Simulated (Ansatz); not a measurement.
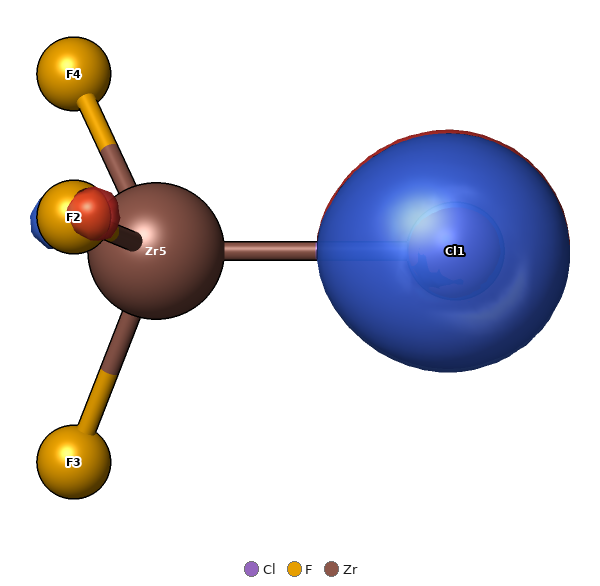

ClF₃Zr (SMILES [F][Zr]([F])([F])[Cl]). The HOMO at ±0.2 Å⁻³ᐟ² (blue and red are the two phases), seen from one side.

Geometry: PBE0-D4/def2-SVP; core potentials replace the inner electrons of Zr.

These are results of isolated molecule in a Gaussian basis; Kohn-Sham density functional theory, functional PBE0 (Ansatz), not measurements.

The calculation's input:

```
crystal:
  periodic: [false, false, false]
  atoms:
    - symbol: Cl
      position_ang: [-0.143671, 2.142176, -0.598463]
    - symbol: F
      position_ang: [-0.560686, -0.623019, 1.466248]
    - symbol: F
      position_ang: [1.838156, -0.710042, -0.456324]
    - symbol: F
      position_ang: [-1.015172, -1.088586, -1.539579]
    - symbol: Zr
      position_ang: [0.037566, -0.170897, -0.267565]
basis:
  gaussian:
    orbitals: def2-TZVPD
output: {forces: true, orbitals: {seedname: orbitals}}
hamiltonian:
  xc: {name: PBE0}
```

Command:

```sh
ansatz run input.yaml --threads 2 --pin off --max-ram 5220MiB --events-out events.jsonl --progress --plain --runs-dir runs
```

Question: Describe this orbital and give its energy.

Answer: It lies mainly on Cl1 (about 85 %); largely a lone pair of Cl1. It is one of a degenerate set, so its orientation is arbitrary. Its energy is −10.01 eV.
